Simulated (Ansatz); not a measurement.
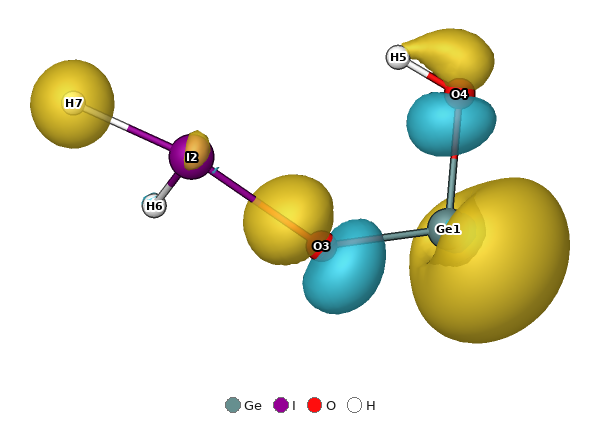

*GeH3IO2. The HOMO at ±0.15 Å⁻³ᐟ² (yellow and cyan are the two phases), seen across its widest extent.*

Geometry: PBE0-D3(BJ)/def2-SVP; core potentials replace the inner electrons of I.

Theory: isolated molecule in a Gaussian basis; Kohn-Sham density functional theory, functional PBE0 in Ansatz 0.2.0.

```tsv
atom	x (Å)	y (Å)	z (Å)
Ge	0.1588	-1.2807	1.3821
I	-0.7516	1.1400	-1.2274
O	-0.0876	0.2922	0.6544
O	-0.4776	-2.4098	0.1191
H	-0.8469	-1.9810	-0.6621
H	-1.9022	1.6881	-0.2208
H	-1.6298	2.0372	-2.4159
```

Describe this orbital and give its energy.

Answer. It lies mainly on Ge1 (about 55 %), O3 (about 20 %), O4 (about 10 %), I2 (about 10 %) and H7 (about 5 %). Its energy is −6.64 eV.
